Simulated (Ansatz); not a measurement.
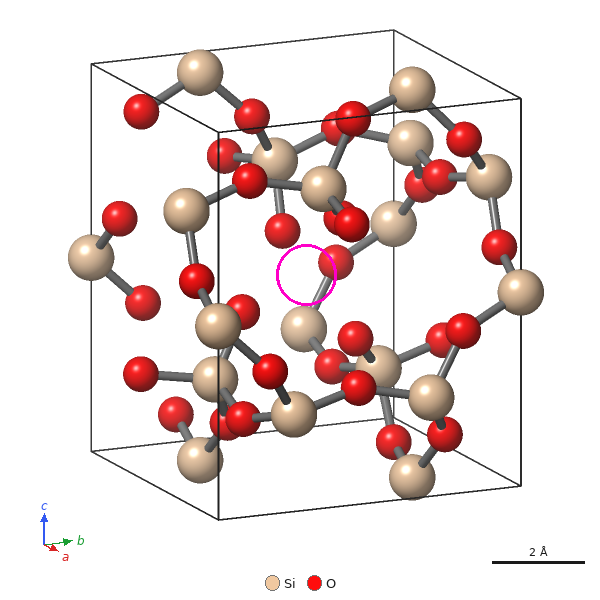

Figure: ball-and-stick view slightly off an axis. Atoms at the boundary of the supercell (the box) are drawn once for each face, edge or corner they touch. The host is SiO2, in a cell of 36 sites, and the cell carries a charge of -2. A ring marks the defect's site.

Question: What kind of defect was put in?

Answer: A silicon vacancy. Around the empty site lie four O at about 1.8 Å.

The numbers come from Ansatz, DFT PBE, scalar-relativistic, plane waves, PAW, using cutoff 420 eV, k-point mesh 2×2×2, Gaussian smearing of 0.01 eV, collinear spins.

Question: Is there a net moment in the defective cell?

Answer: Yes, 2.0 μB in the cell.

The atoms were relaxed in the host's cell with DFT PBE, scalar-relativistic, plane waves, PAW in Ansatz.
